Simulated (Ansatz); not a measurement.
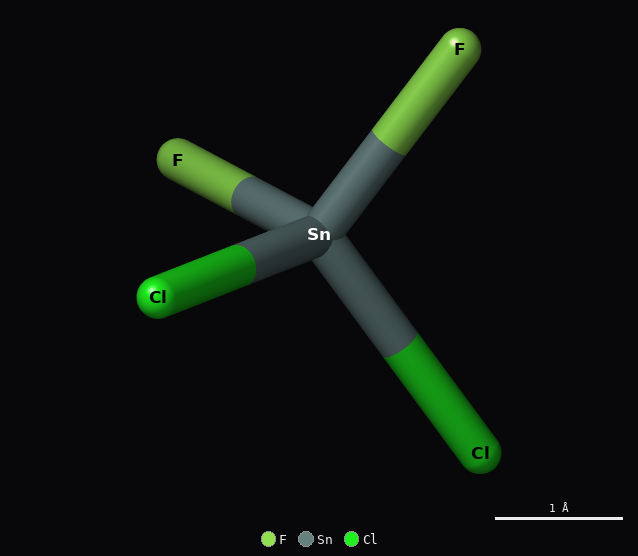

A stick model of a molecule. Every bond is drawn as one stick, whatever its order.

**What is the molecular formula?**

SnCl₂F₂, 5 atoms: 1 tin, 2 chlorine and 2 fluorine.

**Count the bonded pairs by element.**

2 F–Sn, 2 Cl–Sn.

**How many sets of symmetry-equivalent atoms are there?**

3: 2 F, 1 Sn, 2 Cl.

**What is the point group of this geometry?**

C2v.

The parts below concern this one geometry. Atoms keep their numbers from picture to picture. The computed structure is the end point of a PBE0-D4/def2-TZVP optimisation.

### Shape

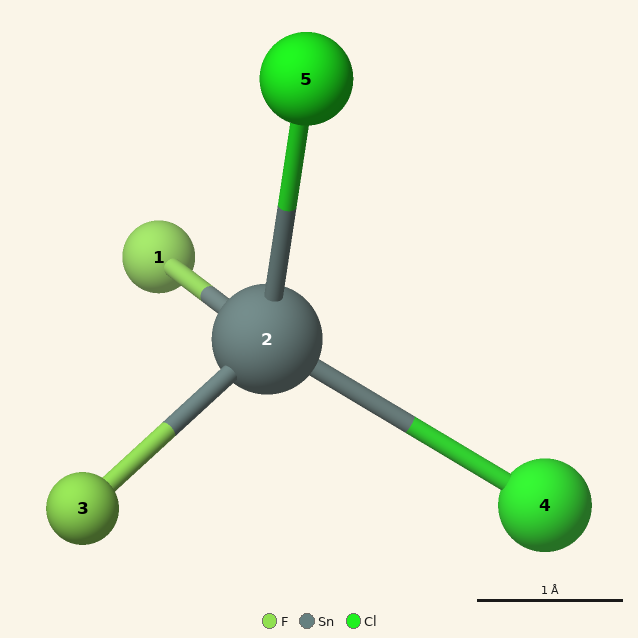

The atoms are numbered.

Estimate the angles F1–Sn2–F3, F1–Sn2–Cl4, Cl4–Sn2–Cl5.

```json
{"angle": "F1–Sn2–F3", "degrees": "105.5"}
{"angle": "F1–Sn2–Cl4", "degrees": "109.2"}
{"angle": "Cl4–Sn2–Cl5", "degrees": "114.0"}
```

### Vibrations

Harmonic vibrations computed with RKS PBE0-D4/def2-TZVP, core potentials on Sn (Ansatz 0.2.0) at a stationary point of the same level.

**List the wavenumbers.**

9 modes: 100, 121, 138, 172, 176, 393, 423, 659, 667 cm⁻¹.

### Levels of theory compared

Program: Ansatz 0.2.0.

Compare HOMO energy (eV) at these levels: B97M-V/def2-TZVPP; BLYP-D4/def2-TZVPP; HSE06 (plane-wave form)-D4/def2-TZVPP; PBE0-D4/def2-SVP; SPW92 (LDA)/def2-TZVPP; ωB97M-V/def2-QZVPP.

```tsv
level	HOMO energy (eV)
B97M-V/def2-TZVPP	−9.20
BLYP-D4/def2-TZVPP	−8.56
HSE06 (plane-wave form)-D4/def2-TZVPP	−9.82
PBE0-D4/def2-SVP	−10.08
SPW92 (LDA)/def2-TZVPP	−8.90
ωB97M-V/def2-QZVPP	−12.51
```

### Charges

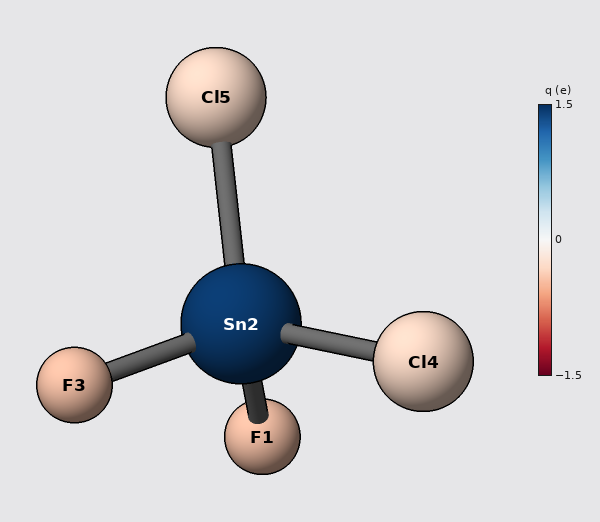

Atoms are coloured by their Mulliken charges. Properties computed with RKS PBE0-D4/def2-TZVP, core potentials on Sn (Ansatz 0.2.0).

Give the Mulliken charges atom by atom.

| atom | value (e) |
| --- | --- |
| F1 | −0.43 |
| Sn2 | 1.43 |
| F3 | −0.43 |
| Cl4 | −0.28 |
| Cl5 | −0.28 |

Mulliken values depend strongly on the basis set and can even reverse the polarity of a bond.
